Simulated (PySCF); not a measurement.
System: BHOSn (SMILES [BH]1[O][Sn]1).

Input file:

```
# [BH]1[O][Sn]1
from pyscf import gto, dft

molecule = gto.Mole()
molecule.atom = '''
B     -0.585040    -0.622059     0.715971
O     -1.035137     0.593994     0.536088
Sn     0.771346     0.505297    -0.667903
H     -1.012231    -1.541101     1.378393
'''
molecule.max_memory = 3720
molecule.charge = 0
molecule.verbose = 3
molecule.basis = 'def2-tzvpd'
molecule.ecp = {'Sn': 'def2-svp'}
molecule.build()

ks = dft.RKS(molecule, xc='pbe0')
ks = ks.density_fit(auxbasis='def2-universal-jkfit')
ks.grids.level = 3
ks.max_cycle = 100
ks.conv_tol = 1e-09
ks.kernel()
if not ks.converged:
    ks = ks.newton().run(ks.mo_coeff, ks.mo_occ)

energy = ks.e_tot
print('Final energy', energy)
grad = ks.nuc_grad_method().kernel()
ks.analyze()
```

Launched as:

```sh
OMP_NUM_THREADS=2 python input.py
```

Geometry: PBE0-D4/def2-SVP; core potentials replace the inner electrons of Sn.

Method: Gaussian-basis quantum chemistry of an isolated molecule with PySCF, energy and nuclear gradient, functional PBE0 in PySCF 2.14.0.

Question: What can the converged electron density and electron localisation function tell about the bonding?

Answer: B–O (1.31 Å): the density is about 2.4 e/Å³ at the midpoint; the ELF peaks at about 0.90 between the atoms, as expected for a short, strongly polar bond.
Sn–O (2.17 Å): the density is about 0.52 e/Å³ at the midpoint; the ELF peaks at about 0.80 in the valence shell of O, 0.6 Å from its nucleus, and drops to about 0.15 between the two atoms.
Sn–B (2.24 Å): the density is about 0.53 e/Å³ at the midpoint; the ELF peaks at about 0.60 in the valence shell of B, 0.8 Å from its nucleus, and drops to about 0.20 between the two atoms.
B–H (1.21 Å): ρ is about 1.2 e/Å³ halfway; the ELF climbs to about 1 towards the hydrogen, as it does in any bond to H (an ordinary covalent bond to hydrogen).

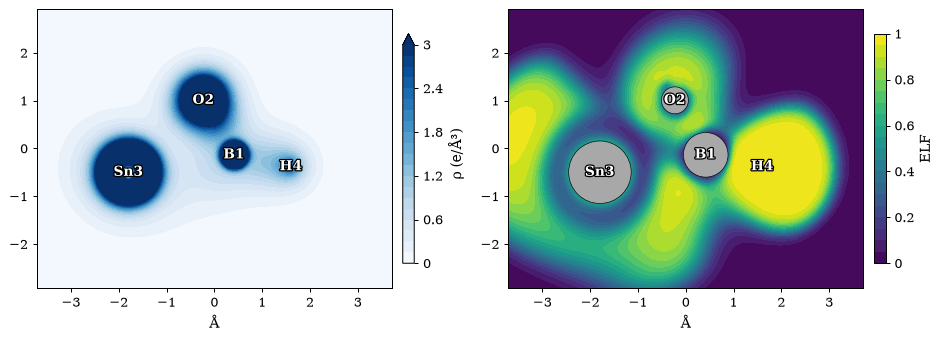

Computed electron density and electron localisation function on the molecular plane, in this order. Grey discs cover the atomic cores in the ELF map. 
